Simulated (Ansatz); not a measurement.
Consider FNSSi (SMILES F[Si]#[N+][S-]) (triplet).

Input

```
crystal:
  periodic: [false, false, false]
  atoms:
    - {symbol: F, position_ang: [1.528842, -1.267883, 0.403401]}
    - {symbol: "N", position_ang: [0.373807, 0.999946, -0.212173]}
    - {symbol: S, position_ang: [-0.213709, 2.353517, -0.741674]}
    - {symbol: Si, position_ang: [0.417921, -0.230910, 1.049315]}
basis:
  gaussian: {orbitals: def2-TZVPD}
magnetization: {spin_polarized: true, initial_magnetization: 2}
hamiltonian: {xc: pbe0}
output: {forces: true, orbitals: {seedname: orbitals}}
```

Run with:

```sh
ansatz run input.yaml --threads 1 --pin off --max-ram 2610MiB --events-out events.jsonl --progress --plain --runs-dir runs
```

Geometry: PBE-D3(BJ)/def2-SVP.

The calculation used isolated molecule in a Gaussian basis; Kohn-Sham density functional theory, functional PBE0 (Ansatz 0.2.0).

**Predict the electron density, electron localisation function and spin density between the atoms.**

S–N (1.57 Å): ρ is about 1.8 e/Å³ halfway; the ELF peaks at about 0.85 between the atoms: a covalent bond.
Si–F (1.65 Å): the density is about 1 e/Å³ at the midpoint; the ELF peaks at about 0.85 in the valence shell of F, 0.6 Å from its nucleus, and is about 0.55 at the midpoint.
Si–N (1.76 Å): ρ at the midpoint is about 0.96 e/Å³; the ELF peaks at about 0.90 between the atoms; a shared but strongly polarised pair.
The unpaired spin (2 electrons) lies mostly on S3 (about 1.1), N2 (about 0.6) and Si4 (about 0.2), in electrons by Hirshfeld's partition.

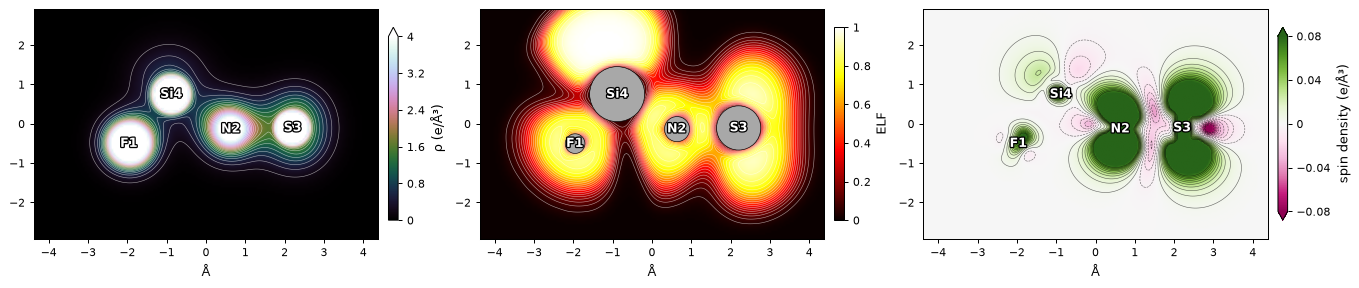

Computed electron density, electron localisation function and spin density on the molecular plane, in this order. Grey discs cover the atomic cores in the ELF map. 
